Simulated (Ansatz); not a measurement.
## Nudged elastic band of MoHCl$_{2}$F$_{5}$ (part 1 of 2)

MoHCl$_{2}$F$_{5}$, computed with RKS B3LYP-D4/def2-SVP (Ansatz 0.2.0).

It belongs to a series of runs on one base structure; here: band between the two ends.

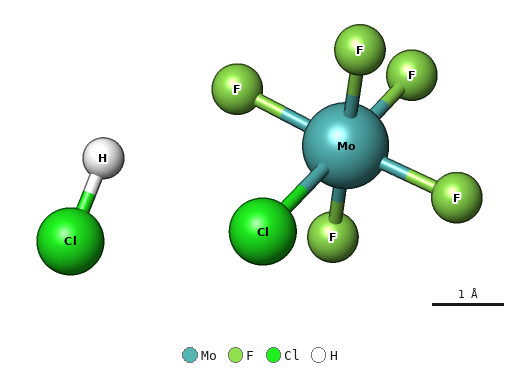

*The structure as given in the input (ball-and-stick view, seen at a tilt). Sticks mark near contacts.*

Bond lengths as drawn: Cl–H 1.29 Å, Cl–Mo 2.26 Å and F–Mo 1.83 to 1.85 Å.

## Input file
```yaml
crystal:
  periodic: [false, false, false]
  atoms:
    - { symbol: Mo, position_ang: [0.108407, -0.177371, -0.235475] }
    - { symbol: F, position_ang: [-0.050731, 0.108514, 1.584047] }
    - { symbol: F, position_ang: [1.935539, -0.134816, -0.017882] }
    - { symbol: F, position_ang: [0.143158, 1.633769, -0.50197] }
    - { symbol: Cl, position_ang: [-2.1426, -0.231623, -0.479865] }
    - { symbol: F, position_ang: [0.162688, -1.984564, 0.069638] }
    - { symbol: F, position_ang: [0.37284, -0.457933, -2.025108] }
    - { symbol: Cl, position_ang: [-2.430849, 2.199115, 2.181149] }
    - { symbol: H, position_ang: [-1.425153, 1.49351, 2.579465] }
basis:
  gaussian: { orbitals: def2-SVP }
hamiltonian:
  xc: b3lyp
  dispersion: d4
neb:
  order_check: false
  images: 9
  f_tol: 0.05
  max_iterations: 60
  final_atoms:
    - { symbol: Mo, position_ang: [-0.62641005, -0.12855951, -0.23117252] }
    - { symbol: F, position_ang: [0.38337515, 2.03714296, 2.52239904] }
    - { symbol: F, position_ang: [0.79389917, -0.08203326, 0.99219758] }
    - { symbol: F, position_ang: [-0.4248888, 1.67508685, -0.46491977] }
    - { symbol: Cl, position_ang: [-2.23621679, -0.22755797, -1.82937308] }
    - { symbol: F, position_ang: [-0.68512303, -1.94628832, 0.01157197] }
    - { symbol: F, position_ang: [0.67006378, -0.39429723, -1.51529126] }
    - { symbol: Cl, position_ang: [-2.10268213, 0.18302923, 1.45992352] }
    - { symbol: H, position_ang: [0.90128169, 1.33207824, 2.20866352] }
  initial_path:
    images:
      - { positions_ang: [[0.108407, -0.177371, -0.235475], [-0.050731, 0.108514, 1.584047], [1.935539, -0.134816, -0.017882], [0.143158, 1.633769, -0.50197], [-2.1426, -0.231623, -0.479865], [0.162688, -1.984564, 0.069638], [0.37284, -0.457933, -2.025108], [-2.430849, 2.199115, 2.181149], [-1.425153, 1.49351, 2.579465]] }
      - { positions_ang: [[0.08713927, -0.14475174, -0.18561326], [-0.03961463, 0.10582705, 1.69343953], [1.90282908, -0.10742479, -0.01217364], [0.11162875, 1.65767376, -0.41706418], [-2.17564572, -0.19243787, -0.38029681], [0.1338754, -1.94401964, 0.07673207], [0.29822105, -0.38746138, -1.97084809], [-2.31921147, 2.0880071, 1.89587239], [-1.32592273, 1.37318851, 2.45395099]] }
      - { positions_ang: [[0.06587155, -0.11213248, -0.13575151], [-0.02849827, 0.1031401, 1.80283206], [1.87011916, -0.08003357, -0.00646528], [0.0800995, 1.68157852, -0.33215836], [-2.20869143, -0.15325274, -0.28072862], [0.10506279, -1.90347527, 0.08382613], [0.22360211, -0.31698977, -1.91658818], [-2.20757394, 1.9768992, 1.61059578], [-1.22669246, 1.25286701, 2.32843698]] }
      - { positions_ang: [[0.04460382, -0.07951322, -0.08588977], [-0.0173819, 0.10045315, 1.9122246], [1.83740924, -0.05264236, -0.00075693], [0.04857025, 1.70548328, -0.24725254], [-2.24173715, -0.11406761, -0.18116042], [0.07625019, -1.86293091, 0.0909202], [0.14898316, -0.24651815, -1.86232828], [-2.09593641, 1.8657913, 1.32531917], [-1.1274622, 1.13254552, 2.20292297]] }
      - { positions_ang: [[0.02333609, -0.04689396, -0.03602803], [-0.00626554, 0.0977662, 2.02161713], [1.80469932, -0.02525114, 0.00495143], [0.017041, 1.72938803, -0.16234671], [-2.27478287, -0.07488249, -0.08159223], [0.04743759, -1.82238655, 0.09801426], [0.07436421, -0.17604654, -1.80806837], [-1.98429888, 1.7546834, 1.04004256], [-1.02823193, 1.01222403, 2.07740896]] }
      - { positions_ang: [[0.00206836, -0.01427469, 0.01383372], [0.00485083, 0.09507925, 2.13100966], [1.7719894, 0.00214007, 0.01065979], [-0.01448826, 1.75329279, -0.07744089], [-2.30782858, -0.03569736, 0.01797596], [0.01862498, -1.78184218, 0.10510833], [-0.00025473, -0.10557492, -1.75380846], [-1.87266135, 1.64357551, 0.75476596], [-0.92900166, 0.89190254, 1.95189495]] }
      - { positions_ang: [[-0.12362732, -0.03713166, -0.03516753], [0.08055569, 0.48349199, 2.20928754], [1.57637136, -0.01469459, 0.20696735], [-0.09656836, 1.73765161, -0.15493667], [-2.29350622, -0.07406948, -0.35149385], [-0.12212462, -1.81473141, 0.08640105], [0.13380897, -0.16331938, -1.70610502], [-1.91866551, 1.35146625, 0.89579747], [-0.56294499, 0.97993768, 2.00324866]] }
      - { positions_ang: [[-0.249323, -0.05998862, -0.08416878], [0.15626056, 0.87190473, 2.28756541], [1.38075331, -0.03152926, 0.4032749], [-0.17864847, 1.72201042, -0.23243244], [-2.27918386, -0.1124416, -0.72096366], [-0.26287422, -1.84762064, 0.06769378], [0.26787267, -0.22106385, -1.65840158], [-1.96466966, 1.059357, 1.03682898], [-0.19688832, 1.06797282, 2.05460238]] }
      - { positions_ang: [[-0.37501868, -0.08284558, -0.13317002], [0.23196542, 1.26031748, 2.36584329], [1.18513526, -0.04836392, 0.59958246], [-0.26072858, 1.70636923, -0.30992822], [-2.26486151, -0.15081372, -1.09043346], [-0.40362382, -1.88050987, 0.04898651], [0.40193638, -0.27880831, -1.61069814], [-2.01067382, 0.76724774, 1.1778605], [0.16916835, 1.15600796, 2.10595609]] }
      - { positions_ang: [[-0.50071436, -0.10570255, -0.18217127], [0.30767029, 1.64873022, 2.44412117], [0.98951722, -0.06519859, 0.79589002], [-0.34280869, 1.69072804, -0.38742399], [-2.25053915, -0.18918584, -1.45990327], [-0.54437343, -1.91339909, 0.03027924], [0.53600008, -0.33655277, -1.5629947], [-2.05667797, 0.47513849, 1.31889201], [0.53522502, 1.2440431, 2.1573098]] }
      - { positions_ang: [[-0.62641005, -0.12855951, -0.23117252], [0.38337515, 2.03714296, 2.52239904], [0.79389917, -0.08203326, 0.99219758], [-0.4248888, 1.67508685, -0.46491977], [-2.23621679, -0.22755797, -1.82937308], [-0.68512303, -1.94628832, 0.01157197], [0.67006378, -0.39429723, -1.51529126], [-2.10268213, 0.18302923, 1.45992352], [0.90128169, 1.33207824, 2.20866352]] }
```

Launch command:
```bash
ansatz run input.yaml --threads 4 --pin off --max-ram 5120MiB --backend cpu --events-out ev --progress --plain --runs-dir out
```

## What the program printed
```
Engine: ansatz 0.2.0, aarch64-unknown-linux-gnu
Functional definition: B3LYP
  parameter a0 = 0.2
  parameter ax = 0.72
  parameter ac = 0.81
  exchange = (1 - a0 - ax)*slater_x + ax*b88_x + a0*exact_x
  correlation = (1 - ac)*vwn_rpa_c + ac*lyp_c
1458 factors; integrals over basis functions are off by at most 2.9e-4 eV
mean field evaluation 1: about -40475.3555 eV, gradient 8.8e1 eV
mean field evaluation 2: about -40194.6133 eV, gradient 3.1e2 eV
mean field evaluation 4: about -40488.4962 eV, gradient 2.5e1 eV
mean field evaluation 8: about -40490.0001 eV, gradient 2.5e-1 eV
mean field evaluation 16: about -40490.0952 eV, gradient 1.6e-3 eV
mean field -40490.09515656 eV, -1487.9835518314 hartree, gradient 1.3e-5 eV, S^2 0.000000; 0 other end points of the search recorded, 0 dependent functions left out
the calculation of the forces begins
reference -40490.09549950 eV, -1487.9835644343 hartree; 47, 47 occupied and 95, 95 virtual orbitals, 1458 factors
1455 factors; integrals over basis functions are off by at most 9.8e-4 eV
mean field evaluation 32: about -40489.6069 eV, gradient 2.0e-1 eV
mean field -40489.69035418 eV, -1487.9686756182 hartree, gradient 5.4e-5 eV, S^2 0.000000; 0 other end points of the search recorded, 0 dependent functions left out
[... from here on the field's lines of each further geometry are left out, up to the last ...]
NEB iter   1: max|band force component| = 8.974e2 eV/Å  barrier→ = 119.9803 eV  barrier← = 119.6142 eV  Δτ_max = 0.2000 Å  (722 SCF iters)
NEB iter   2: max|band force component| = 1.781e2 eV/Å  barrier→ = 28.7074 eV  barrier← = 28.3412 eV  Δτ_max = 0.2000 Å  (486 SCF iters)
NEB iter   3: max|band force component| = 1.342e2 eV/Å  barrier→ = 18.4213 eV  barrier← = 18.0552 eV  Δτ_max = 0.1979 Å  (462 SCF iters)
NEB iter   4: max|band force component| = 7.171e1 eV/Å  barrier→ = 10.0519 eV  barrier← = 9.6857 eV  Δτ_max = 0.2000 Å  (445 SCF iters)
NEB iter   5: max|band force component| = 3.367e1 eV/Å  barrier→ = 5.1281 eV  barrier← = 4.7620 eV  Δτ_max = 0.2000 Å  (419 SCF iters)
NEB iter   6: max|band force component| = 2.599e1 eV/Å  barrier→ = 4.5966 eV  barrier← = 4.2305 eV  Δτ_max = 0.2000 Å  (390 SCF iters)
NEB iter   7: max|band force component| = 1.069e1 eV/Å  barrier→ = 3.3766 eV  barrier← = 3.0105 eV  Δτ_max = 0.2000 Å  (378 SCF iters)
NEB iter   8: max|band force component| = 6.067e0 eV/Å  barrier→ = 2.3310 eV  barrier← = 1.9649 eV  Δτ_max = 0.1005 Å  (374 SCF iters)
NEB iter   9: max|band force component| = 2.454e0 eV/Å  barrier→ = 1.2830 eV  barrier← = 0.9168 eV  Δτ_max = 0.2000 Å  (361 SCF iters)
NEB iter  10: max|band force component| = 1.589e0 eV/Å  barrier→ = 0.9188 eV  barrier← = 0.5526 eV  Δτ_max = 0.1969 Å  (375 SCF iters)
NEB iter  11: max|band force component| = 1.289e0 eV/Å  barrier→ = 0.9093 eV  barrier← = 0.5431 eV  Δτ_max = 0.1991 Å  (346 SCF iters)
NEB iter  12: max|band force component| = 4.870e0 eV/Å  barrier→ = 1.0275 eV  barrier← = 0.6614 eV  Δτ_max = 0.1009 Å  (358 SCF iters)
NEB iter  13: max|band force component| = 5.292e-1 eV/Å  barrier→ = 0.8902 eV  barrier← = 0.5240 eV  Δτ_max = 0.2000 Å  (342 SCF iters)
NEB iter  14: max|band force component| = 9.155e-1 eV/Å  barrier→ = 0.8537 eV  barrier← = 0.4876 eV  Δτ_max = 0.1007 Å  (351 SCF iters)
NEB iter  15: max|band force component| = 4.386e-1 eV/Å  barrier→ = 0.8326 eV  barrier← = 0.4665 eV  CI = image 5  Δτ_max = 0.1984 Å  (340 SCF iters)
NEB iter  16: max|band force component| = 3.799e-1 eV/Å  barrier→ = 0.8134 eV  barrier← = 0.4473 eV  CI = image 5  Δτ_max = 0.1968 Å  (345 SCF iters)
NEB iter  17: max|band force component| = 1.281e0 eV/Å  barrier→ = 0.8047 eV  barrier← = 0.4385 eV  CI = image 5  Δτ_max = 0.1006 Å  (350 SCF iters)
NEB iter  18: max|band force component| = 1.208e-1 eV/Å  barrier→ = 0.8016 eV  barrier← = 0.4354 eV  CI = image 5  Δτ_max = 0.1753 Å  (341 SCF iters)
NEB iter  19: max|band force component| = 1.820e-1 eV/Å  barrier→ = 0.7944 eV  barrier← = 0.4282 eV  CI = image 5  Δτ_max = 0.0879 Å  (342 SCF iters)
NEB iter  20: max|band force component| = 1.253e-1 eV/Å  barrier→ = 0.7917 eV  barrier← = 0.4255 eV  CI = image 5  Δτ_max = 0.0880 Å  (339 SCF iters)
NEB iter  21: max|band force component| = 4.366e-1 eV/Å  barrier→ = 0.7949 eV  barrier← = 0.4287 eV  CI = image 3  Δτ_max = 0.0870 Å  (339 SCF iters)
NEB iter  22: max|band force component| = 9.712e-1 eV/Å  barrier→ = 0.8213 eV  barrier← = 0.4551 eV  CI = image 3  Δτ_max = 0.0438 Å  (340 SCF iters)
NEB iter  23: max|band force component| = 9.706e-1 eV/Å  barrier→ = 0.8406 eV  barrier← = 0.4745 eV  CI = image 3  Δτ_max = 0.0877 Å  (328 SCF iters)
NEB iter  24: max|band force component| = 7.521e-1 eV/Å  barrier→ = 0.8930 eV  barrier← = 0.5268 eV  CI = image 3  Δτ_max = 0.1775 Å  (345 SCF iters)
NEB iter  25: max|band force component| = 3.324e-1 eV/Å  barrier→ = 1.0076 eV  barrier← = 0.6414 eV  CI = image 3  Δτ_max = 0.1369 Å  (346 SCF iters)
NEB iter  26: max|band force component| = 4.360e-1 eV/Å  barrier→ = 1.0205 eV  barrier← = 0.6544 eV  CI = image 3  Δτ_max = 0.0663 Å  (343 SCF iters)
NEB iter  27: max|band force component| = 2.566e-1 eV/Å  barrier→ = 1.0030 eV  barrier← = 0.6368 eV  CI = image 3  Δτ_max = 0.0675 Å  (339 SCF iters)
NEB iter  28: max|band force component| = 1.057e-1 eV/Å  barrier→ = 1.0009 eV  barrier← = 0.6348 eV  CI = image 3  Δτ_max = 0.1179 Å  (325 SCF iters)
NEB iter  29: max|band force component| = 1.142e-1 eV/Å  barrier→ = 1.0002 eV  barrier← = 0.6340 eV  CI = image 3  Δτ_max = 0.0596 Å  (346 SCF iters)
the calculation of the forces begins
reference -40489.63250564 eV, -1487.9665497235 hartree; 47, 47 occupied and 95, 95 virtual orbitals, 1450 factors
1463 factors; integrals over basis functions are off by at most 1.3e-3 eV
mean field evaluation 2464: about -40489.0251 eV, gradient 1.6e-2 eV
mean field -40489.02510806 eV, -1487.9442282743 hartree, gradient 2.3e-5 eV, S^2 0.000000; 1 other end points of the search recorded, 0 dependent functions left out
the calculation of the forces begins
reference -40489.02543933 eV, -1487.9442404481 hartree; 47, 47 occupied and 95, 95 virtual orbitals, 1463 factors
NEB iter  30: max|band force component| = 1.797e-2 eV/Å  barrier→ = 1.0000 eV  barrier← = 0.6339 eV  CI = image 3  Δτ_max = 0.0000 Å  (643 SCF iters)
```
